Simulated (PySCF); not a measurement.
# SiCl₂⁺: relaxation and vibrations of the doublet

The task is one start of a wider search on SiCl₂⁺: the doublet, from a bent start. It is relaxed, tested by its Hessian and followed downhill if it is a saddle.

Program: PySCF 2.14.0. Level of theory: PBE0, basis Si def2-TZVP, Cl def2-TZVP, no relativity, density fitting. These are calculated values, not measurements.

## (1) The starting structure

3 atoms, charge 1, spin multiplicity 2.

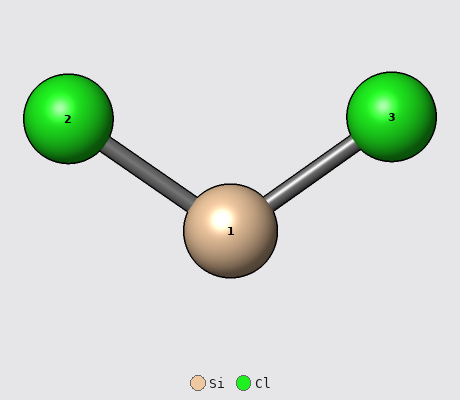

As it starts; silicon light orange, chlorine green; atoms are numbered from 1 in the order of the file.

```xyz
3
charge 1 multiplicity 2
Si    0.0000    0.0000    0.0000
Cl    1.7260    0.0000    1.2085
Cl   -1.7260    0.0000    1.2085
```

## (2) The SCF at the typed geometry

The steps below are one call of a driver around PySCF. For each, scf.py gives the equivalent set-up of the SCF; relaxations use the driver's own optimiser. After this first run the driver tries any further starts and a stability analysis.

The input, scf.py:

```python
from pyscf import gto, scf, dft
mol = gto.M(atom='''
Si     0.000000     0.000000     0.000000
Cl     1.726000     0.000000     1.208500
Cl    -1.726000     0.000000     1.208500''',
    basis={'Si': 'def2-TZVP', 'Cl': 'def2-TZVP'},
    charge=1, spin=1)
mf = dft.UKS(mol, xc='PBE0')
mf.grids.atom_grid = (50, 194)
aux = {'Si': 'def2-universal-JKFIT', 'Cl': 'def2-universal-JKFIT'}
mf = mf.density_fit(auxbasis=aux)
mf.conv_tol = 1e-08
mf.diis_space = 10
mf.max_cycle = 60
mf.init_guess = 'minao'
mf.verbose = 4
mf.kernel()
```

The run is started by

```console
$ OMP_NUM_THREADS=4 python axn.py task.json out
```

The log of the run:

```text
init E= -1209.65169766225
[... the frontier-level lines of each cycle are left out ...]
cycle= 1 E= -1209.11268493122  delta_E= 0.539  |g|= 0.346  |ddm|= 1.22
cycle= 2 E= -1208.86044677289  delta_E= 0.252  |g|= 0.756  |ddm|= 1.17
cycle= 3 E= -1209.20813114603  delta_E= -0.348  |g|= 0.0502  |ddm|= 0.647
cycle= 4 E= -1209.20899148495  delta_E= -0.00086  |g|= 0.0175  |ddm|= 0.0561
cycle= 5 E= -1209.20916032881  delta_E= -0.000169  |g|= 0.00473  |ddm|= 0.0184
cycle= 6 E= -1209.20917731778  delta_E= -1.7e-05  |g|= 0.00187  |ddm|= 0.00693
cycle= 7 E= -1209.20918033148  delta_E= -3.01e-06  |g|= 0.000346  |ddm|= 0.00246
cycle= 8 E= -1209.20918048908  delta_E= -1.58e-07  |g|= 0.000153  |ddm|= 0.000672
cycle= 9 E= -1209.20918051193  delta_E= -2.28e-08  |g|= 3.68e-05  |ddm|= 0.000196
cycle= 10 E= -1209.20918051566  delta_E= -3.73e-09  |g|= 9.93e-06  |ddm|= 0.000118
Extra cycle  E= -1209.20918051579  delta_E= -1.26e-10  |g|= 9.36e-06  |ddm|= 2.3e-05
converged SCF energy = -1209.20918051579  <S^2> = 0.75743484  2S+1 = 2.0074211
```

This step, with its further starts and checks, needed 3.9 s of wall time on 4 threads of Arm Neoverse V1, shared host.

The test of internal stability found no lower solution of this spin.

## (3) Bent start, doublet: relaxation

The program finds C2v symmetry in the start, which this walk keeps.

scf.py, as its differences from that of step 2:

```diff
@@ -3,3 +3,3 @@
-Si     0.000000     0.000000     0.000000
-Cl     1.726000     0.000000     1.208500
-Cl    -1.726000     0.000000     1.208500''',
+Si     0.000000     0.000000    -0.863198
+Cl     1.726000     0.000000     0.345302
+Cl    -1.726000     0.000000     0.345302''',
@@ -15 +14,0 @@
-mf.init_guess = 'minao'
```

Energy and gradient, step by step:

```csv
step,energy (Eh),change (kJ/mol),largest symmetric gradient (Eh/bohr)
0,-1209.209181,0.00,0.06269
1,-1209.225429,-42.66,0.01474
2,-1209.226152,-44.56,0.00413
3,-1209.226243,-44.80,0.00028
4,-1209.226244,-44.80,0.00003
```

The walk took 6.1 s.

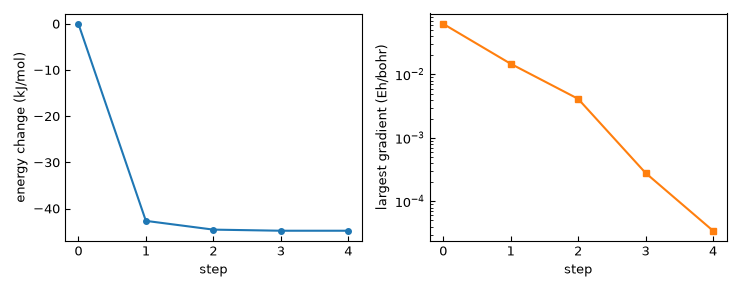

How energy and gradient fall.

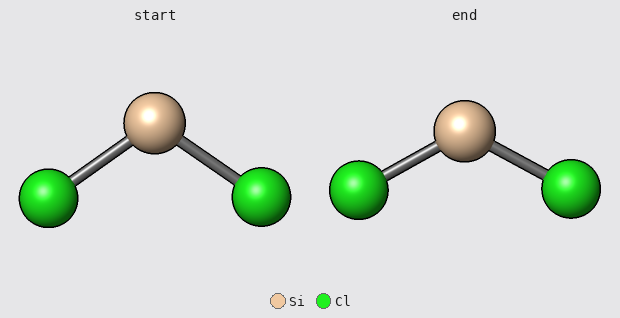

Start and end of the relaxation.

It settles in C2v symmetry, 44.8 kJ/mol below the start, after 4 steps: Si–Cl 1.963 Å (×2); Cl–Si–Cl 122.5°.

## (4) Vibrations and properties at this point

On the finer grid the gradient is checked again; gradients at displacements of ±0.02 bohr then give force constants and infrared intensities.

scf.py, as its differences from that of step 3:

```diff
@@ -3,3 +3,3 @@
-Si     0.000000     0.000000    -0.863198
-Cl     1.726000     0.000000     0.345302
-Cl    -1.726000     0.000000     0.345302''',
+Si     0.000000     0.000000    -0.675061
+Cl     1.720532     0.000000     0.270070
+Cl    -1.720532     0.000000     0.270070''',
@@ -9 +9 @@
-mf.grids.atom_grid = (50, 194)
+mf.grids.atom_grid = (75, 302)
@@ -12 +12 @@
-mf.conv_tol = 1e-08
+mf.conv_tol = 1e-10
```

This SCF starts from the last density.

SCF at the final geometry:

```text
init E= -1209.22624164379
[... the frontier-level lines of each cycle are left out ...]
cycle= 1 E= -1209.22624164377  delta_E= 2.46e-11  |g|= 8.97e-06  |ddm|= 1.2e-05
Extra cycle  E= -1209.2262416437  delta_E= 6.5e-11  |g|= 1.4e-05  |ddm|= 1.87e-05
converged SCF energy = -1209.2262416437  <S^2> = 0.75456755  2S+1 = 2.0045623
```

The whole step took 20 s.

Geometry: C2v; Si–Cl 1.963 Å (×2); Cl–Si–Cl 122.4°.

Harmonic modes (main isotopes):

```tsv
symmetry	ω (cm⁻¹)	IR (km/mol)
a1	185	8.2
a1	555	28.8
b2	723	178
```

All wavenumbers are real: a minimum.

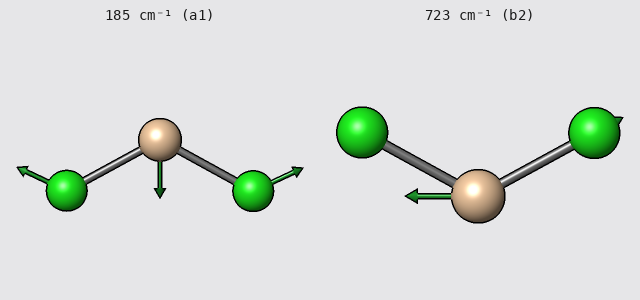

Displacements of 2 of the modes, as arrows (one member where a mode is degenerate).

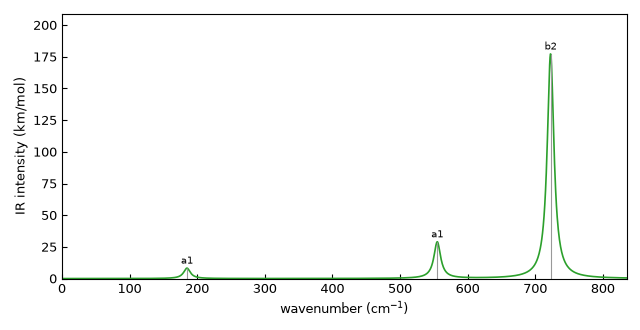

The harmonic infrared spectrum (widths in cm⁻¹). Lines are broadened to a width of 12 cm⁻¹ (Lorentzian).

Properties at this point:

```
Dipole moment about the centre of mass                          : 1.77 D
Highest occupied level                                          : -14.54 eV
Lowest empty level                                              : -10.88 eV
Rotational constants                                            : 0.9444, 0.08143, 0.07496 cm⁻¹
Zero-point energy                                               : 8.7 kJ/mol
Principal polarisabilities                                      : 30.6, 36.3, 61.0 bohr³
Principal traceless quadrupole moments about the centre of mass : -4.32, -2.02, 6.35 D Å
Entropy at 298.15 K and 1 bar (electronic part: spin only)      : 284.1 J/(mol K)
Heat capacity Cp at 298.15 K                                    : 49.1 J/(mol K)
Enthalpy at 298.15 K above 0 K                                  : 12.21 kJ/mol
Rotational symmetry number                                      : 2
Spin squared ⟨S²⟩                                               : 0.755
```

Charges (e) and bond orders:

| atom | Mulliken | Löwdin | polar tensor | spin (Mulliken) | Mayer order to Si1 |
| --- | --- | --- | --- | --- | --- |
| Si1 | 0.76 | -0.06 | 1.32 | 0.71 | – |
| Cl2,3 | 0.12 | 0.53 | -0.16 | 0.14 | 1.58 |

Mulliken populations on Si1: s 5.32, p 7.46, d 0.40, f 0.06.

## (5) Results

| quantity | value |
| --- | --- |
| minimum | doublet, C2v |
| geometry | Si–Cl 1.963 Å (×2); Cl–Si–Cl 122.4° |
| wavenumbers (cm⁻¹) | 185 (a1), 555 (a1), 723 (b2) |
| dipole moment (centre of mass) | 1.77 D |
| highest occupied, lowest empty level (either spin) | -14.54, -10.88 eV |
| polar-tensor charge of Si1 | +1.32 e |
| zero-point energy | 8.7 kJ/mol |
| entropy at 298.15 K | 284.1 J/(mol K) |
| ⟨S²⟩ | 0.755 |

What this shows: The molecule stays C2v, as typed, and the end point is a minimum. In the infrared the band at 723 cm⁻¹ (b2) leads. Most of the spin sits on Si1 (Mulliken spin 0.71, against 1 for the whole molecule). Only this shape and spin were tried, so other structures or states may lie lower.

The search up to here took 30 s.
